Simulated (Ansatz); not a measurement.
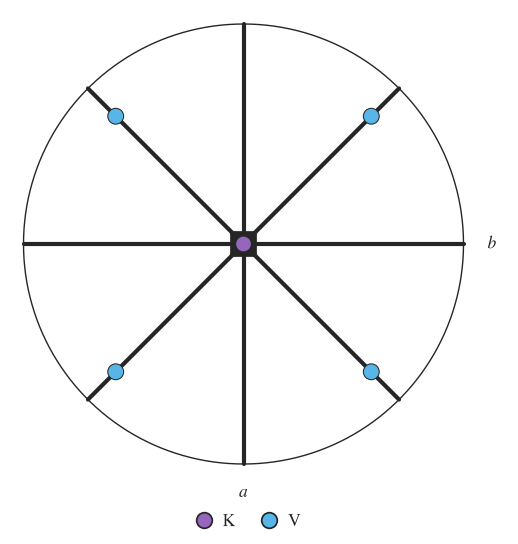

For KV2H6, the geometry relaxed with DFT PBE, scalar-relativistic, plane waves, PAW (Ansatz 0.2.0); the starting structure was generated, so it need not be a known form of this composition: directions from one hydrogen atom at (0, 0, 0.680) to its bonded neighbours, in stereographic projection down c (filled: above the plane of the page or in it, open: below). Geometry calculated from the standardised cell; symmetry tolerance 0.002 Å.

Neighbours are counted up to 2.79 Å for K, 2.82 Å for V. The symmetry elements of the site are drawn in: heavy lines are mirror planes (a heavy rim: a mirror in the plane of the page); lens, triangle, square and hexagon are 2-, 3-, 4- and 6-fold axes, a lens in an open square is −4, a triangle in an open hexagon −6; thin dashed diameters join the ends of axes that lie in the page; a small open circle marks inversion.

```cif
data_structure
_symmetry_space_group_name_H-M 'P 1'
_symmetry_Int_Tables_number 1
_cell_length_a 6.8099
_cell_length_b 6.8099
_cell_length_c 6.8099
_cell_angle_alpha 90.000
_cell_angle_beta 90.000
_cell_angle_gamma 90.000
_cell_volume 315.80
loop_
_atom_site_label
_atom_site_type_symbol
_atom_site_fract_x
_atom_site_fract_y
_atom_site_fract_z
_atom_site_occupancy
K1 K 0.00000 0.00000 0.00000 1
V1 V 0.25000 0.25000 0.75000 1
V2 V 0.25000 0.75000 0.75000 1
H1 H 0.00000 0.00000 0.68000 1
H2 H 0.50000 0.82000 0.00000 1
H3 H 0.32000 0.00000 0.00000 1
H4 H 0.50000 0.00000 0.82000 1
H5 H 0.50000 0.18000 0.00000 1
H6 H 0.68000 0.00000 0.00000 1
K2 K 0.00000 0.50000 0.50000 1
V3 V 0.25000 0.75000 0.25000 1
V4 V 0.25000 0.25000 0.25000 1
H7 H 0.00000 0.50000 0.18000 1
H8 H 0.50000 0.32000 0.50000 1
H9 H 0.32000 0.50000 0.50000 1
H10 H 0.50000 0.50000 0.32000 1
H11 H 0.50000 0.68000 0.50000 1
H12 H 0.68000 0.50000 0.50000 1
K3 K 0.50000 0.00000 0.50000 1
V5 V 0.75000 0.25000 0.25000 1
V6 V 0.75000 0.75000 0.25000 1
H13 H 0.50000 0.00000 0.18000 1
H14 H 0.00000 0.82000 0.50000 1
H15 H 0.82000 0.00000 0.50000 1
H16 H 0.00000 0.00000 0.32000 1
H17 H 0.00000 0.18000 0.50000 1
H18 H 0.18000 0.00000 0.50000 1
K4 K 0.50000 0.50000 0.00000 1
V7 V 0.75000 0.75000 0.75000 1
V8 V 0.75000 0.25000 0.75000 1
H19 H 0.50000 0.50000 0.68000 1
H20 H 0.00000 0.32000 0.00000 1
H21 H 0.82000 0.50000 0.00000 1
H22 H 0.00000 0.50000 0.82000 1
H23 H 0.00000 0.68000 0.00000 1
H24 H 0.18000 0.50000 0.00000 1
```

> How many neighbours are there, and at what angles?

5: 1 K at 2.18 Å, 4 V at 2.45 Å. Angles between bonds: 79° (4×), 88° (4×), 158° (2×).

> What is the site's symmetry in the crystal?

Point group 4mm (C4v), order 8: one fourfold axis, four mirror planes. In No. 225, Fm-3m this is Wyckoff position 24e.
